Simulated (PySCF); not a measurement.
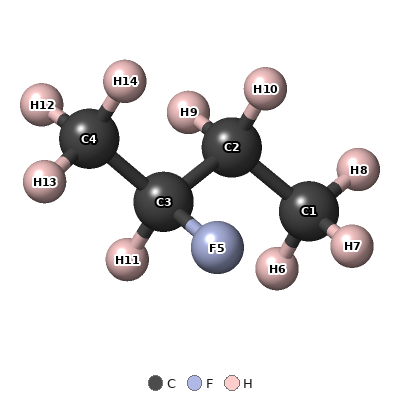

Structure of C₄H₉F (2-fluorobutane), SMILES CC[C@H](C)F.

GIAO shifts, ωB97X-D/pcSseg-1 in PySCF 2.14.0, at a PBE0-D3(BJ)/def2-SVP geometry (no frequency check), against TMS for ¹³C computed at the same level. Gas phase, fully decoupled, line heights follow the number of nuclei, widths are arbitrary (no quadrupolar broadening); values of one conformer, averaged over methyl-type rotors and exact or near symmetry; other conformers aren't averaged in.

> Which ¹³C signals does it give?

4 signals.


| δ (ppm) | nuclei | atoms |
| --- | --- | --- |
| 90.5 | 1 | C3 |
| 33.0 | 1 | C2 |
| 23.9 | 1 | C4 |
| 12.2 | 1 | C1 |

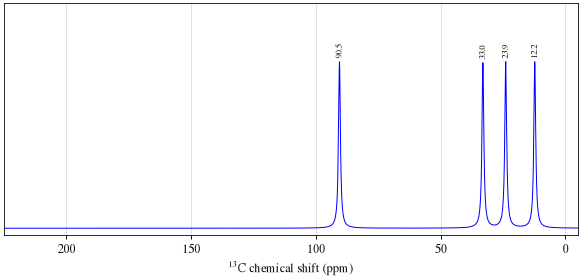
